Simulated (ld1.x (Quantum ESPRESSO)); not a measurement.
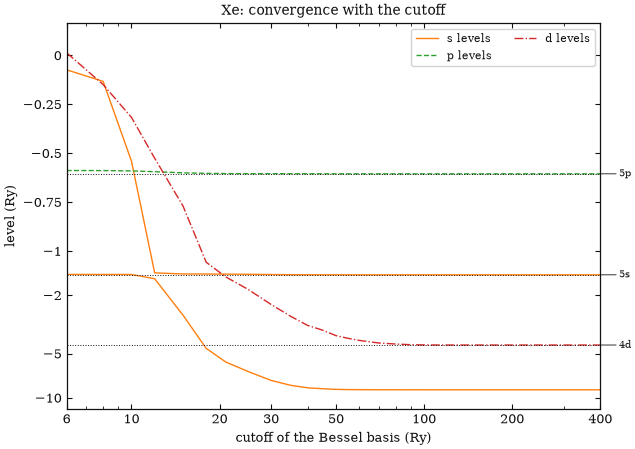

The pseudo-atom Hamiltonian at the reference potential is diagonalised in spherical Bessel functions (20 bohr box) up to the cutoff. Curves: the lowest levels of each channel that holds a bound state. Dotted lines: the all-electron valence levels.

- Element: xenon (Xe)
- Generator: ld1.x (Quantum ESPRESSO) 7.5
- Type: norm-conserving Troullier–Martins (Kleinman–Bylander form)
- Functional: PBE
- Relativity: scalar-relativistic
- Frozen core: [Kr]
- Valence charge: 18
- Reference configuration: 4d10 5s2 5p6
- Partial waves: 5s (bound): rc 1.70 bohr; 5p (bound): rc 1.75 bohr; 4d (bound): rc 1.25 bohr
- Local potential: all-electron potential smoothed inside 1.40 bohr (lloc = -1)
- Core correction: none

**Check the spectrum for spurious states.**

Ghost state below the valence levels: s at -119.9 eV. A ghost is a curve that settles on no dotted line: a bound state with no counterpart among the valence levels. In Ry: s -8.81.

**Read the all-electron valence levels.**

5s: -1.45 Ry; 5p: -0.61 Ry; 4d: -4.4 Ry.

**From which cutoff on does the ghost show?**

The lowest s curve lies clearly below the lowest valence level of its channel from about 12 Ry on and ends at -8.81 Ry.
